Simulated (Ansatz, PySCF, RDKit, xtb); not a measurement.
# Which structure has the formula SnSiNH6F?

Given the formula SnSiNH6F and nothing else, which arrangement of the atoms is the most stable in the gas at 298.15 K, and what are its properties?

The funnel: GFN2-xTB relaxations, single points with a density functional, relaxations at PBE0-D3(BJ)/def2-SVP, harmonic vibrations, and a last energy at a higher level. All values are calculated.

6 further runs of the same task are left out: 6 set aside as unsound or not needed.

## Step 1: Candidates

A program enumerates the bonding patterns with one Lewis structure each (two rings at most, one unusual centre or charged pair), with their diastereomers. O–O, O–halogen and N–halogen bonds and N–N–N chains are not drawn. That gives 16 candidates.

c004 N[SiH2][SnH2][F]; c019 [F][SnH2][NH2+][SiH2-]; c058 [NH2][Sn@H]([F])[SiH3]; c084 [NH3+][SnH-][SiH2]F; c132 [NH3+][Sn-]([F])[SiH3]; c146 [F][SnH-][NH2+][SiH3]; c256 [NH3+][SiH-][SnH2][F]; c273 [NH2][SnH2][SiH2]F; c473 [NH3+][Sn@H-]([F])=[SiH2]; c532 F[SiH-][NH2+][SnH3]; c607 N[Si@H](F)[SnH3]; c662 F[SiH2][NH][SnH3]; c677 F[SiH2][NH2+][SnH2-]; c758 [NH3+][Si@H-](F)=[SnH2]; c892 [NH3+][Si-](F)[SnH3]; c942 [F][SnH2][NH][SiH3].

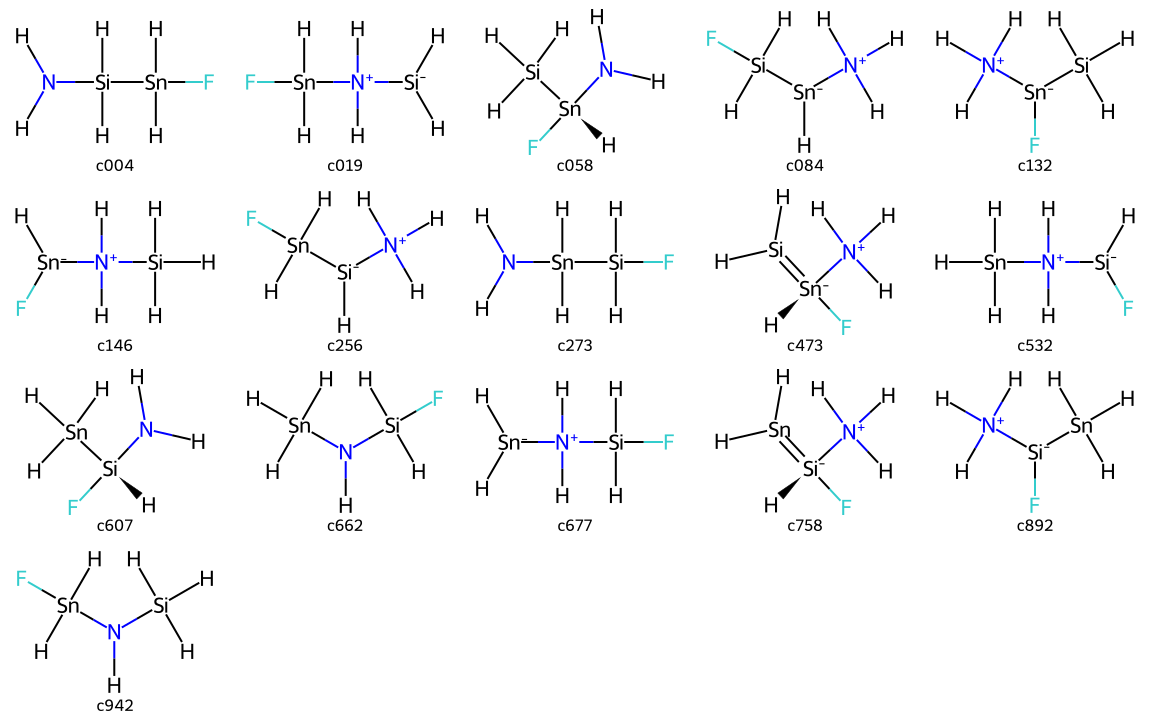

Structural formulas of the candidates.

Candidates are built by distance geometry, with a force field where one applies, in up to four conformers (letters a to d). 6 starts with atoms placed at random are added, to find patterns that the rules miss.

**Question.** With final energies at CCSD(T)/def2-SVP + MP2/def2-TZVPP - MP2/def2-SVP, which structure will this search put lowest in free energy, and by what margin?

| quantity | value |
| --- | --- |
| lowest structure found | N[Si@H](F)[SnH3], singlet, C1 |
| next finalist | [F][SiH2][NH2][SnH2] ‡, singlet, 3.1 kcal/mol higher in G |
| share at equilibrium, among the finalists | 99.5 % |
| harmonic wavenumbers, lowest and highest (PBE0-D3(BJ)/def2-SVP) | 65 and 3711 cm⁻¹ |
| rotational constants, same geometry | 0.1866, 0.04486, 0.03875 cm⁻¹ |
| dipole moment (PBE0/def2-TZVPD) | 1.93 D |
| HOMO energy (PBE0/def2-TZVPD) | -7.85 eV |
| LUMO energy (PBE0/def2-TZVPD) | -0.42 eV |
| HOMO–LUMO gap (PBE0/def2-TZVPD) | 7.43 eV |
| lowest excitation (TD-CAM-B3LYP/def2-SVPD) | 6.65 eV (f = 0.046) |
| strongest of the states computed, same level | 7.67 eV (f = 0.301) |
| lowest triplet excitation, same level, Tamm-Dancoff | 5.84 eV |
| vertical ionisation energy | 9.74 eV |
| vertical electron affinity | -0.82 eV (unbound: the value depends on the basis) |
| vertical triplet less singlet | +5.52 eV |

`N[Si@H](F)[SnH3]` comes out lowest. Among the finalists first place is clear (3.1 kcal/mol); structures outside the list aren't covered. PBE0-D3(BJ)/def2-SVP, HF/def2-SVP and MP2/def2-SVP already put its bonding pattern lowest among the structures in one piece. Spin-orbit coupling, which matters for elements this heavy, is left out. One minimum inside the window was never screened. The search is not exhaustive (a finite list of starts, one conformer a finalist), so a lower isomer can't be ruled out. Patterns outside the rules of the enumeration were met only by chance. The lowest isomer need not be the one that is made and kept in a bottle, which depends on barriers.

‡ marks the bonded skeleton alone, with all bonds drawn single: no Lewis structure was assigned that passes a check against the bond lengths.
